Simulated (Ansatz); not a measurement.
# UCCSD/def2-TZVP run of GaNH3 (SMILES [NH2][GaH])

What is the vertical doublet–quartet gap of GaNH3 at UCCSD/def2-TZVP? 

The calculation is run with Ansatz 0.2.0.

55 further runs of the same task are left out: 55 set aside as unsound or not needed.

### Step 1. The structure to begin with

GaNH3 has 5 atoms, charge 0, and is taken as a doublet. As SMILES, `[NH2][GaH]`. The coordinates come from a PBE0-D4/def2-TZVP relaxation. This is one conformer, not always the lowest.

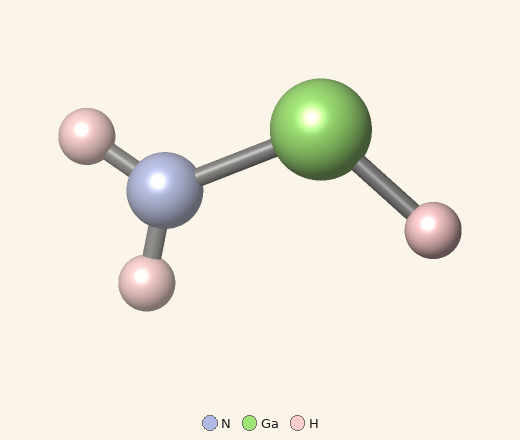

The structure, seen from a chosen angle (nitrogen light blue, gallium green, hydrogen pink).

### Step 2. The energy at UCCSD/def2-TZVP

The input, job.yaml:

```yaml
crystal:
  periodic: [false, false, false]
  atoms:
    - {symbol: N, position_ang: [-0.211900, -0.684000, 0.064700]}
    - {symbol: Ga, position_ang: [0.815500, 0.782900, 0.417000]}
    - {symbol: H, position_ang: [-0.946800, -0.701300, -0.625100]}
    - {symbol: H, position_ang: [-0.115200, -1.569300, 0.532000]}
    - {symbol: H, position_ang: [0.508200, 2.097900, -0.430100]}
basis:
  gaussian: {orbitals: def2-TZVP}
magnetization: {spin_polarized: true, initial_magnetization: 1}
correlation: {method: ccsd, frozen_orbitals: {Ga: 9, H: 0, "N": 1}}
accuracy: high
scf: {omitted_lower_state_checks: [cluster_reference, increment]}
```

The run is started by

```console
ansatz run job.yaml --threads 1 --pin off --max-ram 3480MiB --events-out events.jsonl --progress --plain --runs-dir runs
```

What it wrote, shortened:

```text
Warning: RAYON_NUM_THREADS=1 ignored (pool sized by the plan → 1); use --threads N
Functional definition: HF
  name "HF"
[...]
1600 factors; integrals over basis functions are off by at most 4.6e-9 eV
[...]
mean field -53863.60703267 eV, -1979.4510483865 hartree, gradient 1.8e-8 eV, S^2 0.756845; 1 other end points of the search recorded, 0 dependent functions left out
10 core orbitals not correlated: weight in the atoms' cores, before any rotation towards them, 1.000 or more for the frozen orbitals, at most 0.000 for the correlated occupied ones
reference -53863.60703267 eV, -1979.4510483865 hartree; 11, 10 occupied and 76, 77 virtual orbitals, 1600 factors
second order -11.40924245 eV of doubles, -0.00000000 eV of singles
cycle   1  -11.20805235 eV  change    2.0e-1 eV  update   9.3e-2
[...]
cycle  23  -11.68335225 eV  change   -1.4e-9 eV  update   1.5e-9
Total energy: -53875.29038492 eV, -1979.8804036623 hartree
Checks for a lower state left out: cluster_reference, increment
```

It took 49 s on 1 thread of Arm Neoverse V1, shared host; peak memory 1.1 GiB.

### Step 3. The quartet, same level

The input, in.yaml:

```yaml
crystal:
  periodic: [false, false, false]
  atoms:
    - {symbol: "N", position_ang: [-0.211900, -0.684000, 0.064700]}
    - {symbol: Ga, position_ang: [0.815500, 0.782900, 0.417000]}
    - {symbol: H, position_ang: [-0.946800, -0.701300, -0.625100]}
    - {symbol: H, position_ang: [-0.115200, -1.569300, 0.532000]}
    - {symbol: H, position_ang: [0.508200, 2.097900, -0.430100]}
basis:
  gaussian: {orbitals: def2-TZVP}
magnetization: {spin_polarized: true, initial_magnetization: 3}
correlation: {method: ccsd, frozen_orbitals: {Ga: 9, H: 0, "N": 1}}
accuracy: high
scf: {omitted_lower_state_checks: [cluster_reference, increment]}
```

The run is started by

```console
ansatz run in.yaml --threads 1 --pin off --max-ram 3480MiB --events-out events.jsonl --progress --plain --runs-dir runs
```

What it wrote, shortened:

```text
Warning: RAYON_NUM_THREADS=1 ignored (pool sized by the plan → 1); use --threads N
[... 2 set-up lines as earlier in the session ...]
[...]
1600 factors; integrals over basis functions are off by at most 4.6e-9 eV
[...]
mean field -53860.10970354 eV, -1979.3225239115 hartree, gradient 2.3e-8 eV, S^2 3.763225; 3 other end points of the search recorded, 0 dependent functions left out
10 core orbitals not correlated: weight in the atoms' cores, before any rotation towards them, 1.000 or more for the frozen orbitals, at most 0.000 for the correlated occupied ones
reference -53860.10970354 eV, -1979.3225239115 hartree; 12, 9 occupied and 75, 78 virtual orbitals, 1600 factors
second order -10.06302856 eV of doubles, -0.00000000 eV of singles
cycle   1  -10.17027591 eV  change   -1.1e-1 eV  update   8.6e-2
[...]
cycle  27  -10.63009262 eV  change  -8.7e-11 eV  update   2.0e-9
Total energy: -53870.73979616 eV, -1979.7131726100 hartree
Checks for a lower state left out: cluster_reference, increment
```

Wall time 59 s (1 thread of Arm Neoverse V1, shared host); peak memory 1.1 GiB.

### Step 4. Summary of results

Level: UCCSD/def2-TZVP, 10 core orbitals frozen.

| quantity | value |
| --- | --- |
| doublet: total energy | -1979.88040 Eh |
| doublet: correlation energy (10 core orbitals frozen) | -429.4 mEh |
| doublet: ⟨S²⟩ of the reference determinant | 0.757 |
| doublet: T1 diagnostic | 0.016 |
| quartet: total energy | -1979.71317 Eh |
| quartet: correlation energy (10 core orbitals frozen) | -390.6 mEh |
| quartet: ⟨S²⟩ of the reference determinant | 3.763 |
| quartet: T1 diagnostic | 0.015 |
| vertical energy of the quartet above the doublet | 4.551 eV |

What this shows: At this shape the quartet lies 4.55 eV (439 kJ/mol) above the doublet.
